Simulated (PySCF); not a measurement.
Single-point calculation of CdN

System: CdN, multiplicity 4.
Method: UKS-olyp/def2-svp (PySCF 2.14.0).

Some settings of this run were made unusual or wrong on purpose.

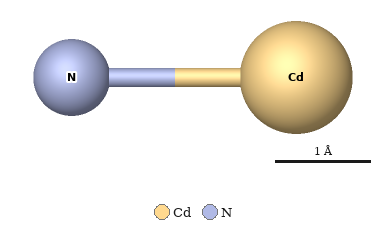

Fig. 1: The structure as given in the input (ball-and-stick view, seen on its broad side). Sticks mark near contacts. Bond lengths as drawn: Cd–N 2.36 Å.

## Input
```python
from pyscf import gto, dft, scf

mol = gto.M(
    atom='Cd 0 0 0; N 0 0 2.363',
    basis='def2-svp',
    ecp={'Cd': 'def2-svp'},
    charge=0,
    spin=3,
    verbose=4,
)
mf = dft.UKS(mol, xc='olyp')
mf = scf.addons.smearing_(mf, sigma=0.2, method='fermi')
mf.kernel()
mf.dip_moment()
print('orbital energies (hartree):', [e[max(0, n-3):n+3].round(4) for e, n in zip(mf.mo_energy, mol.nelec)])
```

Hardware: 1 CPU thread, shared host.

Launched with:
```bash
OMP_NUM_THREADS=1 python input.py
```

## Output
```
PySCF version 2.14.0

[INPUT] verbose = 4
[INPUT] num. atoms = 2
[INPUT] num. electrons = 27
[INPUT] charge = 0
[INPUT] spin (= nelec alpha-beta = 2S) = 3
[INPUT] symmetry False subgroup None
[INPUT] Mole.unit = angstrom
[INPUT] Symbol           X                Y                Z      unit          X                Y                Z       unit  Magmom
[INPUT]  1 Cd     0.000000000000   0.000000000000   0.000000000000 AA    0.000000000000   0.000000000000   0.000000000000 Bohr   0.0
[INPUT]  2 N      0.000000000000   0.000000000000   2.363000000000 AA    0.000000000000   0.000000000000   4.465422832347 Bohr   0.0

nuclear repulsion = 31.3520141890817
number of shells = 17
number of NR pGTOs = 81
number of NR cGTOs = 45
basis = def2-svp
ecp = {'Cd': 'def2-svp'}

******** <class 'pyscf.scf.smearing.SmearingUKS'> ********
method = SmearingUKS
initial guess = minao
damping factor = 0
level_shift factor = 0
DIIS = <class 'pyscf.scf.diis.CDIIS'>
diis_start_cycle = 1
diis_space = 8
diis_damp = 0
SCF conv_tol = 1e-09
SCF conv_tol_grad = None
SCF max_cycles = 50
direct_scf = True
direct_scf_tol = 1e-13
number electrons alpha = 15  beta = 12
XC library pyscf.dft.libxc version 7.0.0
    S. Lehtola, C. Steigemann, M. J.T. Oliveira, and M. A.L. Marques.,  SoftwareX 7, 1–5 (2018)
XC functionals = olyp
    N. C. Handy and A. J. Cohen.,  Mol. Phys. 99, 403 (2001)
    C. Lee, W. Yang, and R. G. Parr.,  Phys. Rev. B 37, 785 (1988)
    B. Miehlich, A. Savin, H. Stoll, and H. Preuss.,  Chem. Phys. Lett. 157, 200 (1989)
radial grids:
    Treutler-Ahlrichs [JCP 102, 346 (1995); DOI:10.1063/1.469408] (M4) radial grids

becke partition: Becke, JCP 88, 2547 (1988); DOI:10.1063/1.454033
pruning grids: <function nwchem_prune>
grids dens level: 3
symmetrized grids: False
atomic radii adjust function: <function treutler_atomic_radii_adjust>
small_rho_cutoff = 0
Set gradient conv threshold to 3.16228e-05
tot grids = 36296
init E= -208.440756223491
    sigma = 0.2  Optimized mu = -0.724807993577  entropy = 13.6124532792
    Total E(T) = -219.433725803571  Free energy = -222.156216459413  E0 = -220.794971131492
cycle= 1 E= -219.433725803571  delta_E=  -11  |g|= 2.82  |ddm|=  3.1
    sigma = 0.2  Optimized mu = -0.0195351847832  entropy = 18.1697543653
    Total E(T) = -194.127781262852  Free energy = -197.76173213591  E0 = -195.944756699381
cycle= 2 E= -194.127781262852  delta_E= 25.3  |g|= 11.4  |ddm|= 5.94
    sigma = 0.2  Optimized mu = -0.357684407478  entropy = 16.3800125013
    Total E(T) = -221.10684689167  Free energy = -224.382849391929  E0 = -222.7448481418
cycle= 3 E= -221.10684689167  delta_E=  -27  |g|= 0.354  |ddm|= 4.95
    sigma = 0.2  Optimized mu = -0.336245797802  entropy = 16.8043783113
    Total E(T) = -221.02730159841  Free energy = -224.388177260662  E0 = -222.707739429536
cycle= 4 E= -221.02730159841  delta_E= 0.0795  |g|= 0.334  |ddm|= 0.158
    sigma = 0.2  Optimized mu = -0.346608451139  entropy = 16.6970993174
    Total E(T) = -221.072272841776  Free energy = -224.411692705252  E0 = -222.741982773514
cycle= 5 E= -221.072272841776  delta_E= -0.045  |g|= 0.0657  |ddm|= 0.12
    sigma = 0.2  Optimized mu = -0.33780826728  entropy = 16.8375180289
    Total E(T) = -221.044019811191  Free energy = -224.411523416969  E0 = -222.72777161408
cycle= 6 E= -221.044019811191  delta_E= 0.0283  |g|= 0.0811  |ddm|= 0.0546
    sigma = 0.2  Optimized mu = -0.340119622792  entropy = 16.8188096307
    Total E(T) = -221.049150807732  Free energy = -224.412912733876  E0 = -222.731031770804
cycle= 7 E= -221.049150807732  delta_E= -0.00513  |g|= 0.0124  |ddm|= 0.0346
    sigma = 0.2  Optimized mu = -0.339860111319  entropy = 16.8208474402
    Total E(T) = -221.048778709467  Free energy = -224.412948197506  E0 = -222.730863453487
cycle= 8 E= -221.048778709467  delta_E= 0.000372  |g|= 0.000293  |ddm|= 0.00456
    sigma = 0.2  Optimized mu = -0.339807217348  entropy = 16.8214657337
    Total E(T) = -221.048655062382  Free energy = -224.412948209112  E0 = -222.730801635747
cycle= 9 E= -221.048655062382  delta_E= 0.000124  |g|= 0.000288  |ddm|= 0.000278
    sigma = 0.2  Optimized mu = -0.339807028657  entropy = 16.8215337501
    Total E(T) = -221.048641478107  Free energy = -224.412948228121  E0 = -222.730794853114
cycle= 10 E= -221.048641478107  delta_E= 1.36e-05  |g|= 1.37e-05  |ddm|= 9.6e-05
    sigma = 0.2  Optimized mu = -0.339806725647  entropy = 16.821536065
    Total E(T) = -221.048641015164  Free energy = -224.412948228164  E0 = -222.730794621664
cycle= 11 E= -221.048641015164  delta_E= 4.63e-07  |g|= 1.56e-06  |ddm|= 5.71e-06
    sigma = 0.2  Optimized mu = -0.33980679088  entropy = 16.8215343002
    Total E(T) = -221.048641368126  Free energy = -224.412948228165  E0 = -222.730794798146
cycle= 12 E= -221.048641368126  delta_E= -3.53e-07  |g|= 1.08e-07  |ddm|= 6.38e-07
    sigma = 0.2  Optimized mu = -0.339806792224  entropy = 16.8215342427
    Total E(T) = -221.048641379623  Free energy = -224.412948228165  E0 = -222.730794803894
cycle= 13 E= -221.048641379623  delta_E= -1.15e-08  |g|= 5.36e-08  |ddm|= 5.28e-08
    sigma = 0.2  Optimized mu = -0.339806789997  entropy = 16.8215342853
    Total E(T) = -221.048641371107  Free energy = -224.412948228165  E0 = -222.730794799636
cycle= 14 E= -221.048641371107  delta_E= 8.52e-09  |g|= 4.2e-08  |ddm|= 1.33e-08
    sigma = 0.2  Optimized mu = -0.339806790129  entropy = 16.8215342841
    Total E(T) = -221.048641371349  Free energy = -224.412948228165  E0 = -222.730794799757
cycle= 15 E= -221.048641371349  delta_E= -2.43e-10  |g|= 1.95e-08  |ddm|= 8.69e-09
    sigma = 0.2  Optimized mu = -0.339806790829  entropy = 16.8215342862
    Total E(T) = -221.048641370932  Free energy = -224.412948228165  E0 = -222.730794799549
```

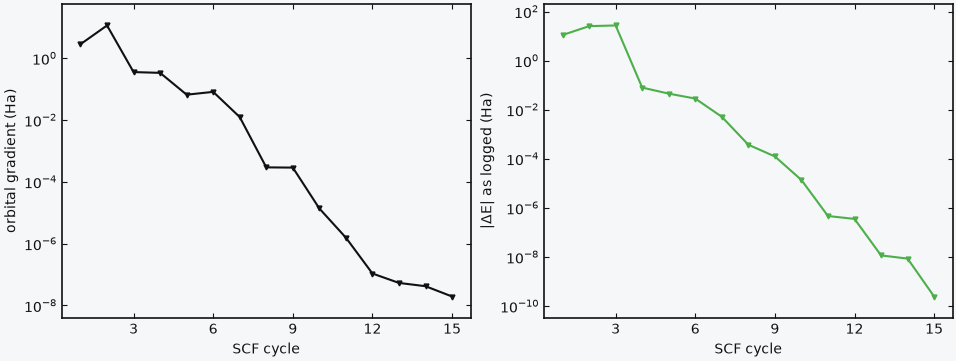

Fig. 2: Convergence of the self-consistent field: orbital gradient and size of the energy change against the SCF cycle. The residual comes down, with one marked jump up, by a factor of about 4, at step 2.

```
Extra cycle  E= -221.048641370932  delta_E= 4.17e-10  |g|= 7.78e-08  |ddm|= 3.63e-08
converged SCF energy = -221.048641370932  <S^2> = 4.9737992e-14  2S+1 = 1
Dipole moment(X, Y, Z, Debye):  0.00000, -0.00000,  2.47778
orbital energies (hartree): [array([-0.3443, -0.3443, -0.2888, -0.1079, -0.1079, -0.0587]), array([-0.7405, -0.7309, -0.3989, -0.3443, -0.3443, -0.2888])]
```

## Outcome

- outcome: converged
- SCF energy: −221.048641 hartree
- dipole moment: 2.48 D
- wall time: 4.8 s

Some settings of this run were drawn to be unusual or wrong. It converged; results that depend on the unusual settings are not reference values.
